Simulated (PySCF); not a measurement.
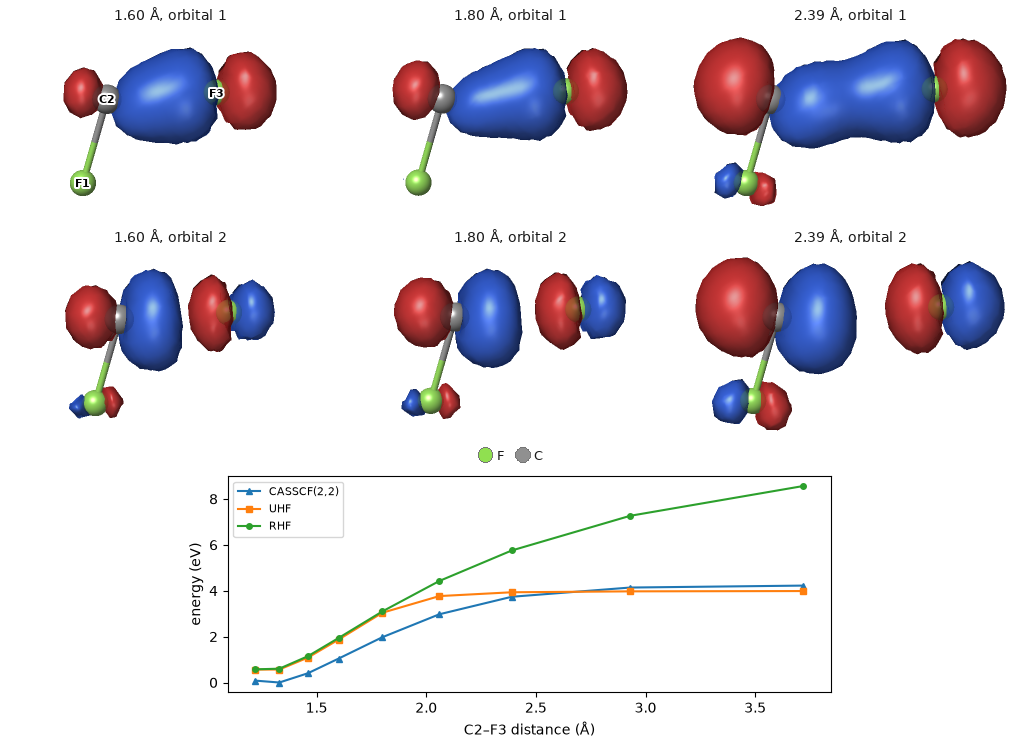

*CF2, SMILES `F[C]F`. Rigid stretch of the C2–F3 bond. The two CASSCF(2,2) natural orbitals nearest half filling (orbital 1 the more occupied). Below: energies along the scan, from the lowest point of the three curves.*

Computed with PySCF, def2-SVPD basis, geometry: GFN2-xTB. No frequency check shows the geometry to be a minimum.

Coordinates in Å:

```
F1       1.0365    0.1969    0.0000
C2       0.0000   -0.5906    0.0000
F3      -1.0365    0.1969    0.0000
```

Question: How do the occupations change along the stretch?

Answer: 1.60 Å: 1.95 and 0.05; 1.80 Å: 1.91 and 0.09; 2.39 Å: 1.58 and 0.42. At the longest distance computed (3.72 Å) they are 1.07 and 0.93, and the effective number of unpaired electrons is 2.0.

UHF already breaks spin symmetry near equilibrium here (⟨S²⟩ = 0.21 at 1.33 Å), for reasons apart from this bond.

Question: How much energy does the stretch cost?

Answer: By CASSCF, 4.2 eV from the lowest point of the scan (1.33 Å) to 3.72 Å; RHF gives 8.0 eV from its own lowest point. The fragments aren't relaxed and dynamic correlation is missing, so this isn't a bond dissociation energy.
